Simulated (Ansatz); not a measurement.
**Hf2S2 (charge +1, doublet): density, localisation and related maps**

Input

```
crystal:
  periodic: [false, false, false]
  atoms:
    - {symbol: Hf, position_ang: [-1.235233, 0.118446, -0.625712]}
    - {symbol: Hf, position_ang: [0.595671, -0.274835, 1.224977]}
    - {symbol: S, position_ang: [0.360657, -1.662823, -0.710271]}
    - {symbol: S, position_ang: [0.278916, 1.819212, 0.110996]}
basis:
  gaussian: {orbitals: def2-TZVP, initial_orbitals: start.molden}
total_charge: 1
magnetization: {spin_polarized: true, initial_magnetization: 1}
hamiltonian: {xc: pbe0, dispersion: d4}
scf: {omitted_lower_state_checks: [starts]}
output: {forces: true, orbitals: {seedname: orbitals}}
```

Run with:

```sh
ansatz run in.yaml --threads 4 --pin off --events-out ev --progress --plain --max-ram 3916MiB
```

Geometry: r2SCAN-D4/def2-SVP; core potentials replace the inner electrons of Hf.

Level of theory: UKS PBE0-D4/def2-TZVP (Ansatz 0.2.0).

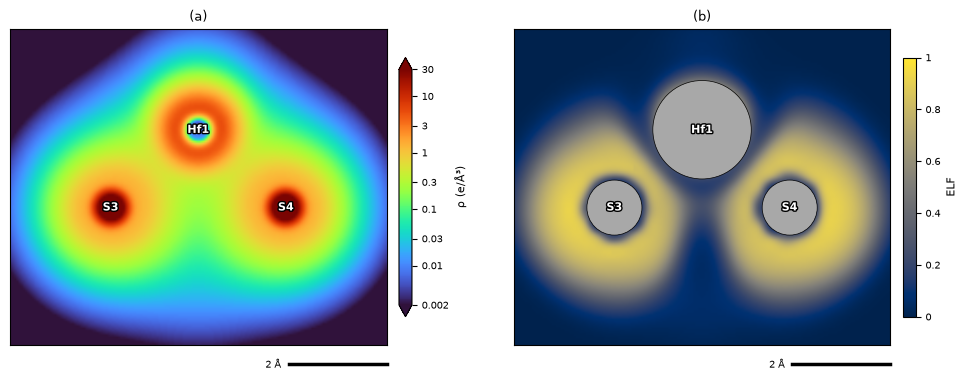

Figure 1. (a) electron density; (b) electron localisation function on the plane of atoms S3, Hf1 and S4. Grey discs cover the atomic cores in the ELF map.

Question: What do the fields say about this system?

Answer:
- Atoms in the plane: Hf and S.
- Hf–S (2.39 Å): the density is about 0.6 e/Å³ at the midpoint; the ELF peaks at about 0.80 in the valence shell of S, 0.9 Å from its nucleus, and is about 0.45 at the midpoint.

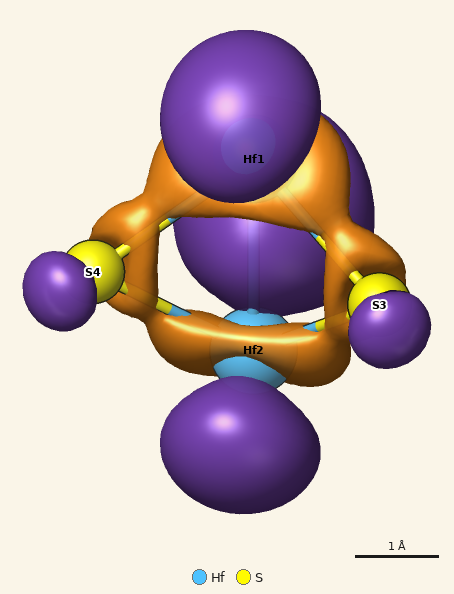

Figure 2. The HOMO (β) at ±0.1 Å⁻³ᐟ² (orange and purple are the two phases), seen at a tilt.

Question: Describe this orbital and give its energy.

Answer: Its weight (Hirshfeld) is mainly on Hf1 (about 45 %) and Hf2 (about 45 %). Its energy is −9.86 eV.

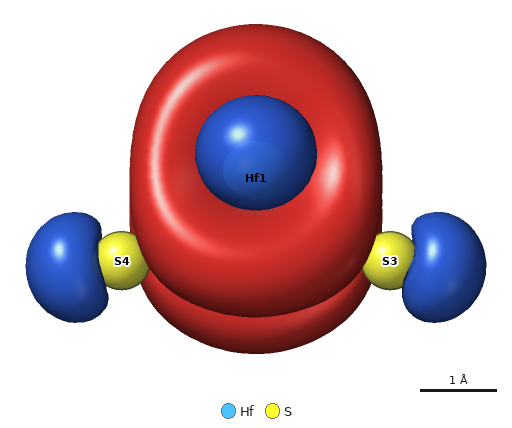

Figure 3. The LUMO (β) at ±0.08 Å⁻³ᐟ² (red and blue are the two phases), seen from one side.

Question: What is the character of this orbital?

Answer: Its weight (Hirshfeld) is mainly on Hf1 (about 45 %), Hf2 (about 45 %), S3 (about 5 %) and S4 (about 5 %). Its energy is −7.29 eV.
